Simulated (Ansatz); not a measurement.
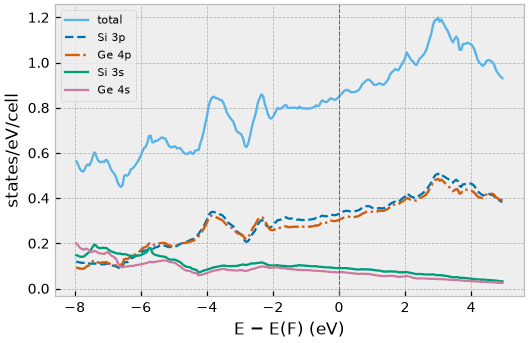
Figure: Total and projected density of states of SiGe in space group R-3m (No. 166; Ge on 3a, Si on 3b), DFT-r²SCAN in the program Ansatz with PAW potentials

Question: Which orbitals carry the states next to the Fermi level?

Answer: Within 0.5 eV of the Fermi level: Si 3p 39 %, Ge 4p 36 %, Si 3s 11 %, Ge 4s 8 %, outside the projected shells 6 %. Projections are on Löwdin-orthogonalised atomic valence shells; empty p or d shells of many metals are not among them.

Question: Where is the tallest occupied peak in this window, and what makes it?

Answer: Near -2.3 eV, about 0.86 states/eV per cell; the largest projected share is Ge 4p.

The start of the workflow was typed in or built on a structure type; neither database checked (COD, Materials Project) lists it. Whether it is the stable phase at ambient conditions was not checked. Symmetry was held in the r²SCAN relaxation; whether a distortion lowers the energy is not shown. Its formation energy is positive at this level, so the cell may be metastable or incomplete. Scalar-relativistic: spin–orbit coupling is off unless named, which matters more the heavier the elements.

Potentials: the earlier of the program's two PAW sets.
